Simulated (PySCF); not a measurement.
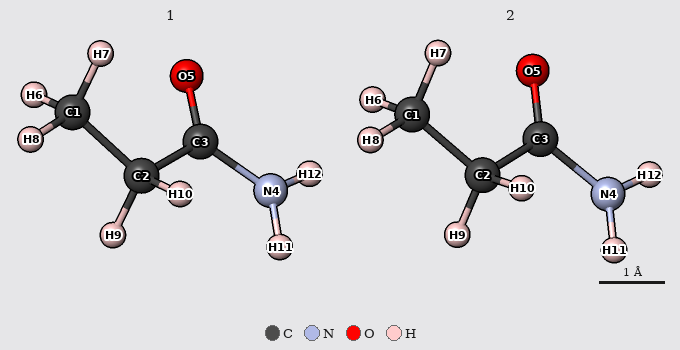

Two geometries of C$_{3}$H$_{7}$NO, drawn at one scale. One is the start of a relaxation, the other its converged end. Style: ball-and-stick. Shown at a tilt.

Method: PBE0-D3(BJ)/def2-TZVP geometry optimisation, gas phase in PySCF. 

**Which one is relaxed?**

Structure 1 is the relaxed one. The start comes from GFN2-xTB. Its atoms were then displaced at random by about 0.01 Å. The atom that moves furthest after the best rigid fit is O5 (0.17 Å). By element the largest moves are O 0.17 Å, H 0.13 Å, N 0.11 Å, C 0.06 Å. Near-neighbour distances that change, for instance: C3–N4 1.409 → 1.359 Å, C1–H6 1.117 → 1.090 Å, C2–H9 1.071 → 1.096 Å, C1–H8 1.068 → 1.092 Å. Bond angles that change, for instance: H11–N4–H12 122.1° → 119.1°, C3–N4–H11 119.3° → 122.0°, C2–C3–O5 125.8° → 123.2°. After 6 geometry steps the energy has fallen by 0.113 eV. The run took 5.1 min on 2 threads of Intel(R) Xeon(R) Processor @ 2.50GHz, on a shared host.
